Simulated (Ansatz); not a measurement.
# Alloy of ZnGa2O4 and ZnAl2O4 (15 of 16 Ga sites exchanged), 56 atoms, part 2 of 2

Ansatz 0.2.0, PAW. The steps go on from the part before.

## Step 3: HSE06 on the final geometry

Input file in.yaml:

```yaml
crystal:
  lattice:
    - [8.106556, 0.000000, 0.000000]
    - [0.000000, 8.106556, 0.000000]
    - [0.000000, 0.000000, 8.106556]
  atoms:
    - { symbol: Zn, position: [0.875502, 0.375785, 0.375803] }
    - { symbol: Zn, position: [0.373916, 0.874313, 0.375972] }
    - { symbol: Zn, position: [0.373957, 0.375989, 0.874214] }
    - { symbol: Zn, position: [0.124301, 0.126336, 0.126248] }
    - { symbol: Zn, position: [0.875564, 0.874352, 0.874187] }
    - { symbol: Zn, position: [0.626019, 0.624629, 0.126443] }
    - { symbol: Zn, position: [0.625879, 0.126449, 0.624680] }
    - { symbol: Zn, position: [0.124472, 0.624859, 0.624885] }
    - { symbol: Ga, position: [0.500027, 0.000154, 0.000506] }
    - { symbol: O, position: [0.516106, 0.016528, 0.243845] }
    - { symbol: O, position: [0.737047, 0.237551, 0.237568] }
    - { symbol: O, position: [0.516112, 0.243903, 0.016476] }
    - { symbol: O, position: [0.743549, 0.016576, 0.016534] }
    - { symbol: O, position: [0.014102, 0.514525, 0.236613] }
    - { symbol: O, position: [0.235958, 0.736315, 0.235795] }
    - { symbol: O, position: [0.013208, 0.735716, 0.014270] }
    - { symbol: O, position: [0.235255, 0.513565, 0.014263] }
    - { symbol: O, position: [0.013232, 0.014398, 0.735671] }
    - { symbol: O, position: [0.235921, 0.235961, 0.736256] }
    - { symbol: O, position: [0.014064, 0.236665, 0.514514] }
    - { symbol: O, position: [0.235329, 0.014368, 0.513637] }
    - { symbol: O, position: [0.264327, 0.264380, 0.264344] }
    - { symbol: O, position: [0.485767, 0.487127, 0.264962] }
    - { symbol: O, position: [0.485873, 0.265064, 0.486971] }
    - { symbol: O, position: [0.263555, 0.486184, 0.486205] }
    - { symbol: O, position: [0.514010, 0.513649, 0.735561] }
    - { symbol: O, position: [0.735553, 0.736282, 0.736192] }
    - { symbol: O, position: [0.514048, 0.735735, 0.513522] }
    - { symbol: O, position: [0.736249, 0.514469, 0.514327] }
    - { symbol: O, position: [0.764074, 0.764825, 0.264322] }
    - { symbol: O, position: [0.986748, 0.986395, 0.265111] }
    - { symbol: O, position: [0.985884, 0.764036, 0.486204] }
    - { symbol: O, position: [0.764625, 0.986386, 0.487047] }
    - { symbol: O, position: [0.763951, 0.264382, 0.764777] }
    - { symbol: O, position: [0.985758, 0.486220, 0.763972] }
    - { symbol: O, position: [0.986610, 0.265036, 0.986340] }
    - { symbol: O, position: [0.764632, 0.487111, 0.986303] }
    - { symbol: O, position: [0.262864, 0.763192, 0.763137] }
    - { symbol: O, position: [0.483870, 0.984236, 0.756847] }
    - { symbol: O, position: [0.483869, 0.756765, 0.984124] }
    - { symbol: O, position: [0.256453, 0.984144, 0.984104] }
    - { symbol: Al, position: [0.751533, 0.252013, 0.001341] }
    - { symbol: Al, position: [0.751747, 0.001544, 0.252032] }
    - { symbol: Al, position: [0.999932, 0.500351, 0.000269] }
    - { symbol: Al, position: [0.248303, 0.748588, 0.999225] }
    - { symbol: Al, position: [0.999944, 0.000331, 0.500429] }
    - { symbol: Al, position: [0.499881, 0.500309, 0.500267] }
    - { symbol: Al, position: [0.249845, 0.250283, 0.500226] }
    - { symbol: Al, position: [0.249849, 0.500286, 0.250311] }
    - { symbol: Al, position: [0.500991, 0.252070, 0.251910] }
    - { symbol: Al, position: [0.749981, 0.750318, 0.500228] }
    - { symbol: Al, position: [0.248345, 0.999395, 0.748779] }
    - { symbol: Al, position: [0.749905, 0.500406, 0.750243] }
    - { symbol: Al, position: [0.999991, 0.750348, 0.250345] }
    - { symbol: Al, position: [0.999917, 0.250443, 0.750312] }
    - { symbol: Al, position: [0.498826, 0.748750, 0.748586] }
kpoints:
  mp_grid: { grid: [1, 1, 1] }
hamiltonian:
  xc: hse06
scf:
  occupations: { method: fermi_dirac, width: 0.01 }
output:
  forces: true
  eigenvalues: true
  populations: true
  eigenstates: { kpoints: [[0, 0, 0]], e_range: [-6.0, 6.0], localisation: true }
  write_density: true
  write_potential: true
  elf: true
  volumetric_format: npy
```

Started as:

```sh
$ ansatz run in.yaml --threads 2 --pin off --max-ram 30400MiB --runs-dir r --events-out ev --progress --plain --backend cuda --devices 0, --max-vram 18GiB
```

What it wrote:

```text
Pseudopotentials: kind: paw
Functional definition: HSE06
  parameter a = 0.25
  parameter omega = 0.11/bohr
  exchange = pbe_x - a*pbe_x_sr(omega) + a*exact_x_sr(omega)
  correlation = pbe_c
Crystal: 56 atoms, lattice volume = 532.732 Å³
Basis set: ecut = 420 eV, 10395 PW (Γ), exchange–correlation on 120×120×120 points (8 copies of the dense FFT grid, shifted against one another)
Bands: 229, of which v1, the nominal top of the filled ones, is band 173 counted from 1 (172 counted from 0)
Symmetry: 1 space group operations
Space group: P1 (ITA 1), of the structure as read, at distance tolerance 8.1e-5 Å
k-points: 1
Non-local potential: Zn, projectors of the file, l = 0: 2, l = 1: 2, l = 2: 3, l = 3: 1
Non-local potential: Ga, projectors of the file, l = 0: 2, l = 1: 2, l = 2: 3, l = 3: 1
Non-local potential: O, projectors of the file, l = 0: 2, l = 1: 2, l = 2: 1
Non-local potential: Al, projectors of the file, l = 0: 2, l = 1: 2, l = 2: 1
PAW form: soft (Blöchl's): semilocal exchange-correlation on the pseudo side does not see the compensation charge
PAW frozen core: Zn, regenerated for the run's functional, and the local potential with it (the file was generated under x = pbe(κ = 0.804, μ = 0.2195149727645171), c = pbe(β = 0.06672455060314922))
PAW frozen core: Ga, regenerated for the run's functional, and the local potential with it (the file was generated under x = pbe(κ = 0.804, μ = 0.2195149727645171), c = pbe(β = 0.06672455060314922))
PAW frozen core: O, regenerated for the run's functional, and the local potential with it (the file was generated under x = pbe(κ = 0.804, μ = 0.2195149727645171), c = pbe(β = 0.06672455060314922))
PAW frozen core: Al, regenerated for the run's functional, and the local potential with it (the file was generated under x = pbe(κ = 0.804, μ = 0.2195149727645171), c = pbe(β = 0.06672455060314922))
PAW one-centre angular grid: Zn, 590 points (default); XC on 64 Gauss nodes
PAW one-centre angular grid: Ga, 590 points (default); XC on 64 Gauss nodes
PAW one-centre angular grid: O, 110 points (default); XC on 96 Gauss nodes
PAW one-centre angular grid: Al, 110 points (default); XC on 64 Gauss nodes
Initial density: superposition of atomic densities (neutral atoms: chi_scale 0, normalization atom), corrected by the library's trained network
Initial wavefunctions: pseudopotential atomic-orbital guess
Functional: x = pbe(κ = 0.804, μ = 0.2195149727645171), c = pbe(β = 0.06672455060314922), warm-up for x = pbe(κ = 0.804, μ = 0.2195149727645171) + 0.25 (exact − pbe) at short range (hse, ω = 0.20786987370883472 Å⁻¹), c = pbe(β = 0.06672455060314922); HSE06 as pw.x's `hse` composes it (authors' and Libxc's form: `xc: wpbeh`)
SCF iter   1: F=—  HF=-56618.396416 eV  |F-HF|=—  |Δ(HF+E_count)|=         —  Δρ=1.67e-3  dr2=8.09e-3  ethr=1.77e-3  ⟨swp⟩=12.0  Hψ=1268  notcnv=0
preconditioner: auto → none  [insulator: Δε(μ)=3.979 eV  Ē_g=16.058 eV  σ=0.010 eV  W_gap=1.00  n_scr=146 (ndim 8)  ℏωp=29.9 eV  f_vac=0.000  D(μ)=0.00/eV (n_scr^D=0)]
SCF iter   2: F=-56618.405265 eV  HF=-56618.404663 eV  |F-HF|=6.03e-4  |Δ(HF+E_count)|=   8.25e-3  Δρ=6.65e-4  dr2=9.80e-4  ethr=2.34e-6  ⟨swp⟩=8.0  Hψ=911  notcnv=0
SCF 1 stopped early in 2 iterations: F = -56618.405265 eV  dr2 = 9.80e-4
Initial density: handed on by an earlier stage of this run
Initial wavefunctions: those handed on with the density
Functional: x = pbe(κ = 0.804, μ = 0.2195149727645171) + 0.25 (exact − pbe) at short range (hse, ω = 0.20786987370883472 Å⁻¹), c = pbe(β = 0.06672455060314922); HSE06 as pw.x's `hse` composes it (authors' and Libxc's form: `xc: wpbeh`)
Exchange kernel: α = 0.2500, screened, ω = 0.2079 Å⁻¹, Wigner–Seitz truncation, v(0) = 786.9600 eV·Å³, q-mesh 1×1×1, nearest image of the exchange supercell L = 8.11 Å, pair-density grid 40×40×40, without the augmentation charges, whose exchange is taken in its separable form (sized by the pseudopotential files, 54×54×54 at the most)
Frozen-core exchange: fock
SCF iter   1: F=—  HF=-56623.668555 eV  |F-HF|=—  |Δ(HF+E_count)|=         —  Δρ=1.65e-2  dr2=7.53e-1  ethr=2.83e-6  ⟨swp⟩=8.0  Hψ=1155  notcnv=0
preconditioner: auto → none  [insulator: Δε(μ)=5.881 eV  Ē_g=18.858 eV  σ=0.010 eV  W_gap=1.00  n_scr=146 (ndim 8)  ℏωp=29.9 eV  f_vac=0.000  D(μ)=0.00/eV (n_scr^D=0)]
SCF iter   2: F=—  HF=-56623.433638 eV  |F-HF|=—  |Δ(HF+E_count)|=   2.35e-1  Δρ=4.10e-3  dr2=5.97e-2  ethr=2.83e-6  ⟨swp⟩=5.0  Hψ=908  notcnv=0
SCF iter   3: F=—  HF=-56623.553628 eV  |F-HF|=—  |Δ(HF+E_count)|=   1.20e-1  Δρ=4.30e-3  dr2=4.50e-2  ethr=2.83e-6  ⟨swp⟩=6.0  Hψ=901  notcnv=0
SCF iter   4: F=—  HF=-56623.543519 eV  |F-HF|=—  |Δ(HF+E_count)|=   1.01e-2  Δρ=1.44e-3  dr2=6.68e-3  ethr=2.83e-6  ⟨swp⟩=4.0  Hψ=556  notcnv=0
iter 5 solved again at ethr=2.81e-8 eV; its pass at ethr=1.28e-6 eV (dr2=9.74e-5 eV) is discarded
SCF iter   5: F=—  HF=-56623.542743 eV  |F-HF|=—  |Δ(HF+E_count)|=   7.76e-4  Δρ=1.55e-4  dr2=5.21e-4  ethr=2.81e-8  ⟨swp⟩=4.0  Hψ=1080  notcnv=0
SCF iter   6: F=—  HF=-56623.548287 eV  |F-HF|=—  |Δ(HF+E_count)|=   5.54e-3  Δρ=5.03e-4  dr2=6.92e-4  ethr=2.81e-8  ⟨swp⟩=7.0  Hψ=856  notcnv=0
SCF iter   7: F=-56623.547891 eV  HF=-56623.547894 eV  |F-HF|=3.13e-6  |Δ(HF+E_count)|=   3.93e-4  Δρ=4.56e-5  dr2=9.30e-6  ethr=2.81e-8  ⟨swp⟩=4.0  Hψ=678  notcnv=0
SCF 2 stopped early in 7 iterations: F = -56623.547891 eV  dr2 = 9.30e-6
  Residual-converged pass: ⟨swp⟩=4.0  Hψ=570  notcnv=0  max |occ|·‖R‖ = 6.6e-6 eV (tolerance 6.7e-6 eV)  dr2=9.31e-6  dr2_onsite=1.54e-6  max |Δocc| = 0.0e0
[... from here the SCF cycle lines were not kept, up to the last twenty ...]
hybrid outer 1: dexx = +1.633e-1 eV, tail = 3.58e-4 eV
SCF iter   1: F=—  HF=-56623.542613 eV  |F-HF|=—  |Δ(HF+E_count)|=         —  Δρ=4.01e-5  dr2=1.15e-5  ethr=5.18e-7  ⟨swp⟩=9.0  Hψ=564  notcnv=0
preconditioner: auto → none  [insulator: Δε(μ)=5.862 eV  Ē_g=18.748 eV  σ=0.010 eV  W_gap=1.00  n_scr=146 (ndim 8)  ℏωp=29.9 eV  f_vac=0.000  D(μ)=0.00/eV (n_scr^D=0)]
SCF iter   2: F=—  HF=-56623.542620 eV  |F-HF|=—  |Δ(HF+E_count)|=   6.23e-6  Δρ=1.72e-5  dr2=1.18e-6  ethr=2.64e-9  ⟨swp⟩=4.0  Hψ=670  notcnv=0
SCF iter   3: F=—  HF=-56623.542625 eV  |F-HF|=—  |Δ(HF+E_count)|=   5.86e-6  Δρ=1.00e-5  dr2=3.06e-7  ethr=1.66e-10  ⟨swp⟩=8.0  Hψ=800  notcnv=0
SCF iter   4: F=—  HF=-56623.542625 eV  |F-HF|=—  |Δ(HF+E_count)|=   2.42e-8  Δρ=2.75e-6  dr2=3.16e-8  ethr=8.29e-11  ⟨swp⟩=3.0  Hψ=422  notcnv=0
SCF iter   5: F=-56623.542625 eV  HF=-56623.542625 eV  |F-HF|=1.45e-8  |Δ(HF+E_count)|=   1.04e-7  Δρ=1.87e-6  dr2=1.34e-8  ethr=5.17e-12  ⟨swp⟩=9.0  Hψ=738  notcnv=0
SCF 3 converged in 5 iterations: F = -56623.542625 eV  dr2 = 1.34e-8
  Residual-converged pass: ⟨swp⟩=2.0  Hψ=396  notcnv=0  max |occ|·‖R‖ = 1.5e-6 eV (tolerance 2.4e-6 eV)  dr2=1.34e-8  dr2_onsite=6.71e-9  max |Δocc| = 0.0e0
hybrid outer 2: dexx = +5.931e-6 eV, tail = 9.60e-8 eV, Δε = 2.79e-3 eV (about 5.77e-5 eV left of the loop's levels), ΔF = 3.09e-3 eV/Å (tail 4.12e-4)
NSCF: frozen V_eff on 1 k-points
hybrid SCF converged: 2 outer / 12 inner (+2 warm-up), last move |dexx| = 5.93e-6 eV, tail = 9.60e-8 eV
Stability not checked: this state was not tested for a lower state beside it, because the functional holds exact exchange (a hybrid, or Hartree-Fock), whose exchange loop this test does not read (fock_operator; see scf.lower_state_search)
Free energy (F): -56623.542625 eV
Harris-Foulkes:  -56623.542625 eV  (|F-HF|=1.45e-8)
Internal energy: -56623.542625 eV  (E = F + TS)
E sigma→0 (E₀):  -56623.542625 eV
Fermi energy:    9.180955 eV
--- Per-component energies (eV) ---
  E_band       = -128.240294
  E_kinetic    = 7301.323942
  E_local      = -26863.433495  (includes V_loc(G=0)·N_el)
  E_nonlocal   = 7059.819768
  E_hartree    = 11011.243975
  E_xc         = -3334.377625
  E_vxc        = -3171.562202  (∫ρ·V_xc dr)
  E_exx        = -1081.102039  (= α·E_x^exact, valence–valence)
  E_paw        = -28524.634438  (= ΣΔE_a)
  E_vpaw       = -4314.750498  (= ΣTr[D̂ρ^β])
  E_aug_tail   = 0.077246  (compensation charges beyond the density's cutoff)
  E_ewald      = -22196.171698
  E_core_change = 3.711743  (= ΣΔE_core)
  E_smearing   = -0.000000  (= −TS)
  E_closure    = -0.000005  (closes the sum)
  Σ components = -56623.542625   (vs F -56623.542625, Δ=7.28e-12)
--- Forces (eV/Å), atoms counted from 1 ---
  atom   1  Zn     0.03531573     0.04199218     0.03648682
  atom   2  Zn     0.01827499     0.01966281     0.03173583
  atom   3  Zn     0.02158179     0.03389628     0.02035975
  atom   4  Zn    -0.03303360    -0.01900541    -0.01580139
  atom   5  Zn     0.03155580     0.01675624     0.02512670
  atom   6  Zn    -0.01908662    -0.02835512    -0.02266003
  atom   7  Zn    -0.01409377    -0.02073657    -0.03760306
  atom   8  Zn    -0.03675830    -0.03673165    -0.03923294
  atom   9  Ga    -0.00115324     0.01382057    -0.01358685
  atom  10  O      0.10209576     0.09810204    -0.17235668
  atom  11  O     -0.11733004    -0.11925430    -0.13082453
  atom  12  O      0.09745521    -0.17892600     0.10011060
  atom  13  O     -0.17485549     0.09338700     0.09824368
  atom  14  O      0.11325903     0.11217547    -0.12823877
  atom  15  O     -0.11495219    -0.11245782    -0.12738471
  atom  16  O      0.11721159    -0.17010058     0.12134311
  atom  17  O     -0.16768658     0.11520841     0.11905200
  atom  18  O      0.11620961     0.11968640    -0.16474126
  atom  19  O     -0.11486439    -0.13411909    -0.10845452
  atom  20  O      0.11641140    -0.12991813     0.11197094
  atom  21  O     -0.17038172     0.11741676     0.11434464
  atom  22  O      0.12935771     0.10765763     0.10601507
  atom  23  O     -0.10787794    -0.11555421     0.16466757
  atom  24  O     -0.11550171     0.16116708    -0.10976610
  atom  25  O      0.13096613    -0.11450526    -0.12024377
  atom  26  O      0.10932703     0.11126922    -0.16301722
  atom  27  O     -0.13457168    -0.10632936    -0.10886443
  atom  28  O      0.10834168    -0.17231246     0.11462603
  atom  29  O     -0.12960686     0.11625904     0.12023016
  atom  30  O      0.10814102     0.13236095     0.11198022
  atom  31  O     -0.11200979    -0.11851076     0.15800190
  atom  32  O     -0.12118474     0.12991446    -0.11770216
  atom  33  O      0.16683494    -0.12021979    -0.10966181
  atom  34  O      0.11115421     0.11602240     0.12711009
  atom  35  O     -0.11387236    -0.11596170     0.12986209
  atom  36  O     -0.10818630     0.16631064    -0.12174572
  atom  37  O      0.16260007    -0.11571534    -0.11938193
  atom  38  O      0.11697888     0.12158813     0.12094065
  atom  39  O     -0.10545408    -0.10370373     0.17807204
  atom  40  O     -0.10296977     0.17228074    -0.09620221
  atom  41  O      0.17466559    -0.09741627    -0.09013287
  atom  42  Al     0.02590182     0.02608446     0.01514677
  atom  43  Al     0.01218577     0.00481757     0.02187590
  atom  44  Al    -0.00383241     0.00402176     0.00355503
  atom  45  Al    -0.02199219    -0.01475888    -0.01358707
  atom  46  Al     0.00288951    -0.00037983    -0.00361684
  atom  47  Al     0.00352215     0.00770955     0.00180945
  atom  48  Al     0.00697829     0.00930857     0.00840297
  atom  49  Al     0.00130193     0.00741754     0.00237539
  atom  50  Al     0.00940678     0.01689738     0.02661407
  atom  51  Al     0.00180024     0.00088919     0.00442931
  atom  52  Al    -0.02181215    -0.01680089    -0.03317630
  atom  53  Al     0.00642128    -0.00441010     0.00088229
  atom  54  Al     0.00108068     0.00220988    -0.00341554
  atom  55  Al     0.00104910    -0.00551507    -0.00104984
  atom  56  Al     0.00284665    -0.02470533    -0.02305296
  max |Σ_I F_I| component: 1.30e-4 eV/Å
--- Band table (eV) ---
  k-point 0: bands = [... 161 lower levels ..., "5.6871", "5.6909", "5.6914", "5.7162", "5.7168", "5.7178", "5.7263", "5.9160", "5.9167", "6.2434", "6.2435", "6.2447", "12.1070", "14.8231", "15.1473", "15.1476", "15.2297", "15.3095", "15.3106", "15.5921", "15.7612", "15.9570", "15.9584", "16.5510", ... 44 higher levels ...]
--- Löwdin populations: 56 sites ---
  site symbol       q [e]
     0     Zn     10.4445
     1     Zn     10.4442
     2     Zn     10.4442
     3     Zn     10.4442
     4     Zn     10.4442
     5     Zn     10.4442
     6     Zn     10.4442
     7     Zn     10.4445
     8     Ga     11.9694
     9      O      6.9011
    10      O      6.9363
    11      O      6.9016
    12      O      6.9013
    13      O      6.9348
    14      O      6.9343
    15      O      6.9349
    16      O      6.9349
    17      O      6.9349
    18      O      6.9344
    19      O      6.9348
    20      O      6.9349
    21      O      6.9343
    22      O      6.9349
    23      O      6.9349
    24      O      6.9349
    25      O      6.9349
    26      O      6.9344
    27      O      6.9349
    28      O      6.9349
    29      O      6.9343
    30      O      6.9349
    31      O      6.9348
    32      O      6.9349
    33      O      6.9344
    34      O      6.9348
    35      O      6.9349
    36      O      6.9349
    37      O      6.9362
    38      O      6.9015
    39      O      6.9012
    40      O      6.9014
    41     Al      1.7417
    42     Al      1.7416
    43     Al      1.7438
    44     Al      1.7416
    45     Al      1.7438
    46     Al      1.7438
    47     Al      1.7425
    48     Al      1.7424
    49     Al      1.7416
    50     Al      1.7425
    51     Al      1.7417
    52     Al      1.7425
    53     Al      1.7425
    54     Al      1.7425
    55     Al      1.7416
  spilling = 0.007587 (of n_electrons = 346.000000)
```

Wall time 21 s (1 × NVIDIA H100 80GB HBM3 with 2 threads of AMD EPYC 7R13, shared host); peak host memory 1.9 GiB.

Spacing of the frontier levels at the Γ point alone: 5.86 eV (6.245 to 12.107 eV).

Frontier states and how far they spread:

| level (eV) | spin | filling | atoms sharing it | main element | its share | largest atom |
| --- | --- | --- | --- | --- | --- | --- |
| -0.53 | both | 2.00 | 19.1 | O | 0.79 | O25 (0.13) |
| -0.52 | both | 2.00 | 24.8 | O | 0.82 | O11 (0.11) |
| -0.33 | both | 2.00 | 12.2 | O | 0.85 | O13 (0.14) |
| -0.33 | both | 2.00 | 12.2 | O | 0.85 | O39 (0.18) |
| 0.00 | both | 2.00 | 38.6 | O | 0.84 | – |
| 0.00 | both | 2.00 | 38.3 | O | 0.84 | – |
| 0.00 | both | 2.00 | 37.8 | O | 0.84 | – |
| 5.86 | both | 0.00 | 47.1 | O | 0.55 | – |

On these atoms HSE06 leaves forces up to 0.24 eV/Å (on O16), as they were relaxed at another level of theory (and may have been on other k points).

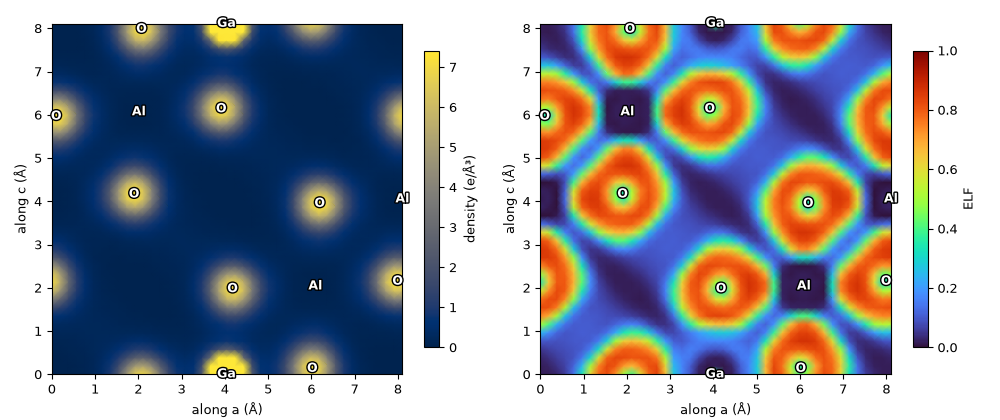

Density (left) and ELF (right) in a lattice plane of the grid's cell (edges 8.11 and 8.11 Å, at 0.000 of the third edge), which holds Ga and O and Al. Only atoms in the plane are labelled; the density scale stops at 7.41 e/Å³. Both are smooth fields of the valence electrons: close to the nuclei they are not physical.

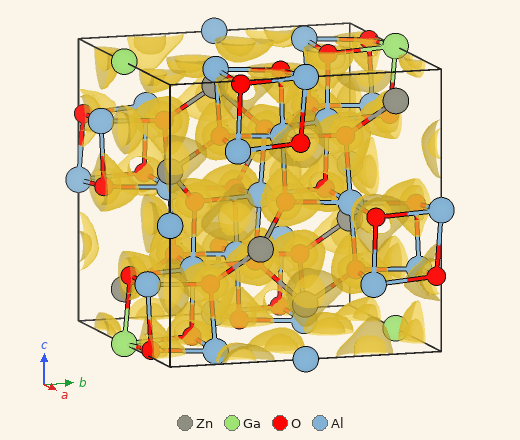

Surface of ELF = 0.80, drawn in one cell.

Outside the cores ELF peaks at 0.87 on the O–Al line, 0.7 Å from O; 0.86 in the shell around O, 0.6 Å from O; 0.84 on the O–Ga line, 0.7 Å from O.

## Step 4: Summary of results

This closing draws on all 2 parts. Changes of volume or cell count from the first structure of part 1.

| level | time | k points | top filled to lowest empty (eV) |
| --- | --- | --- | --- |
| PBEsol, relaxation | 16 s (GPU) | (¼, ¼, ¼) | 4.91 |
| HSE06 | 21 s (GPU) | Γ | 5.86 |

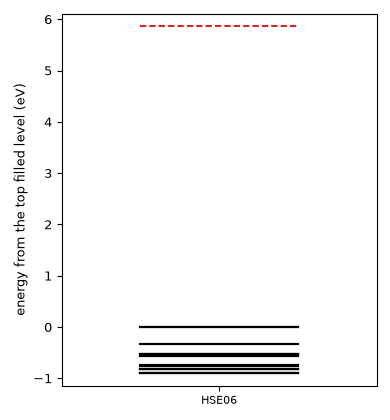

Levels near the gap by HSE06: filled black, empty red and dashed.

```
     quantity                                                                      value
   relaxation                                           4 recorded steps, 0.93 eV gained
largest shift                                                               0.12 Å (O39)
 relaxed cell  a = 8.107 Å, b = 8.107 Å, c = 8.107 Å, α = 90.00°, β = 90.00°, γ = 90.00°
   mean bonds                                       Al–O 1.918, Ga–O 1.983, O–Zn 1.948 Å
```

The relaxation lowers the energy by 0.93 eV; the largest shift is 0.12 Å (O39), while the volume changes by +0.0 %. The mean lengths of the listed bonds run from Al–O 1.92 Å to Ga–O 1.98 Å. Rows on different k points differ by sampling as well as by level. With one k point the spacing samples only the states that fold onto it, so it can exceed the gap over the zone.
